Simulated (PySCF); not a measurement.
**C$_{5}$H$_{12}$P$_{2}$: density, localisation and related maps**

```yaml
atoms:
  - { symbol: C, position_ang: [0.5302, 1.8869, -0.2563] }
  - { symbol: P, position_ang: [0.3607, 0.2513, 0.5889] }
  - { symbol: C, position_ang: [1.5443, -0.7431, -0.4574] }
  - { symbol: P, position_ang: [3.3226, -0.5784, 0.0572] }
  - { symbol: C, position_ang: [-1.1757, -0.2940, -0.2560] }
  - { symbol: C, position_ang: [-2.4855, -0.0386, 0.4336] }
  - { symbol: C, position_ang: [-1.9543, -1.4300, 0.3419] }
  - { symbol: H, position_ang: [-0.2714, 2.5347, 0.0944] }
  - { symbol: H, position_ang: [1.4815, 2.3447, 0.0086] }
  - { symbol: H, position_ang: [0.4651, 1.7804, -1.3388] }
  - { symbol: H, position_ang: [1.4552, -0.4823, -1.5178] }
  - { symbol: H, position_ang: [1.2800, -1.8012, -0.3514] }
  - { symbol: H, position_ang: [3.3332, 0.8149, 0.1346] }
  - { symbol: H, position_ang: [3.0755, -0.6884, 1.4241] }
  - { symbol: H, position_ang: [-1.1587, -0.2155, -1.3399] }
  - { symbol: H, position_ang: [-2.4624, 0.4472, 1.3984] }
  - { symbol: H, position_ang: [-3.3383, 0.2329, -0.1710] }
  - { symbol: H, position_ang: [-1.5737, -1.8859, 1.2446] }
  - { symbol: H, position_ang: [-2.4379, -2.1263, -0.3274] }
```

Geometry: GFN2-xTB.

All numbers below come from PySCF, PBE0/pcSseg-1, SCF density, gas phase, non-relativistic.

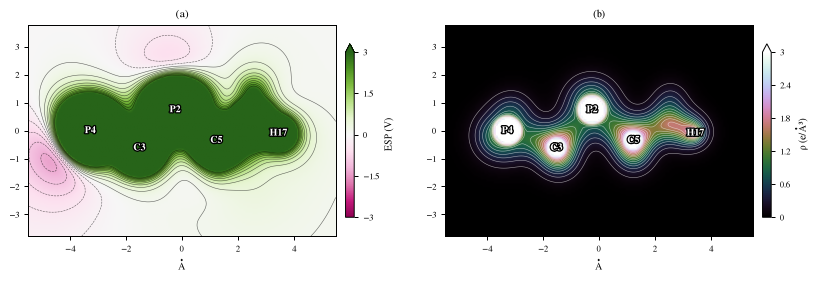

Figure 1. (a) electrostatic potential; (b) total electron density on the plane of atoms P2, C3 and P4.

Describe what can be read from this map.

Answer.
- The plane passes through P, C and H nuclei.
- C–P (1.84 Å): the density is about 1.1 e/Å³ at the midpoint.
- Outside the dense part of the molecule the potential is most negative (−1.4 V) near P4.

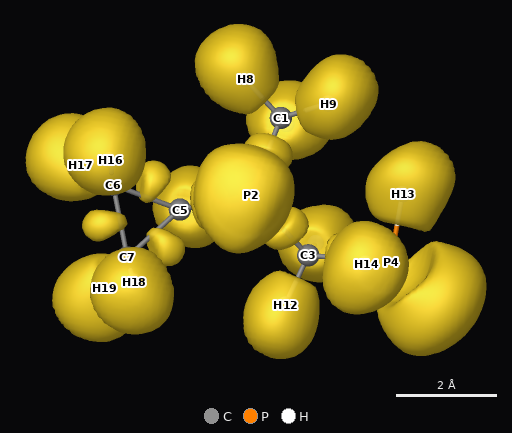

Figure 2. Isosurface of the electron localisation function at 0.8 (yellow), seen across its widest extent. Only the valence region is drawn (cores and ρ < 0.01 e/Å³ removed).

What do the ELF domains correspond to?

Answer. The surface consists of three regions between bonded C–C atoms (shared pairs), four regions between bonded C–P atoms (shared pairs), twelve regions around hydrogen nuclei and two lobes on P, pointing away from the bonds (lone pairs). Profiles from the grid: C–C (1.49 Å): the ELF peaks at about 0.90 between the atoms: a covalent bond. C–P (1.84 Å): the ELF peaks at about 0.95 between the atoms; a shared electron pair.
